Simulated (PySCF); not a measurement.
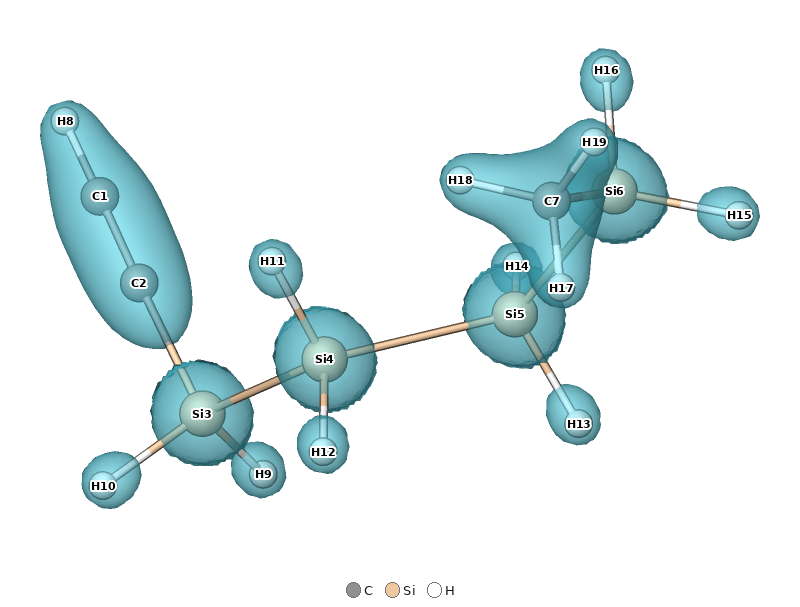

Figure 1: C3H12Si4 (SMILES C#C[SiH2][SiH2][SiH2][SiH2]C). Isosurface of the electron density at 1 e/Å³ (cyan), seen at an oblique angle.

Geometry: GFN2-xTB.

Method: PySCF 2.14.0, PBE0/pcSseg-1, SCF density, gas phase, non-relativistic.

```xyz
19

C     4.4597   -0.0745    1.1456
C     3.7777   -0.5365    0.2695
Si    2.6865   -1.2147   -1.0631
Si    0.6145   -0.1712   -0.9702
Si   -0.9853   -1.0428    0.4736
Si   -2.6412    0.3776    1.2601
C    -2.9159    1.7902    0.0190
H     5.0661    0.3207    1.9099
H     2.6071   -2.6627   -0.8134
H     3.4464   -1.0328   -2.3101
H     0.8251    1.2538   -0.6537
H     0.0614   -0.1227   -2.3374
H    -1.5938   -2.2134   -0.1856
H    -0.2802   -1.6439    1.6202
H    -3.9478   -0.2613    1.4833
H    -2.2723    0.9906    2.5456
H    -3.2611    1.4138   -0.9401
H    -1.9978    2.3434   -0.1595
H    -3.6589    2.4956    0.3788
```

What does this surface tell about the bonding?

At this value the surface falls into 14 separate pieces. It bridges the sampled C–C (1.20 Å) and C–H (1.05 Å) contacts, where the density stays above the isovalue. It is pinched off along the sampled C–Si (1.85 Å) and Si–Si (2.32 Å) contacts. On the grid the lowest density along these lines, outside the cores, is 2.8 e/Å³ (C–C, 1.20 Å), 0.76 e/Å³ (C–Si, 1.85 Å), 0.64 e/Å³ (Si–Si, 2.32 Å) and 2 e/Å³ (C–H, 1.05 Å).
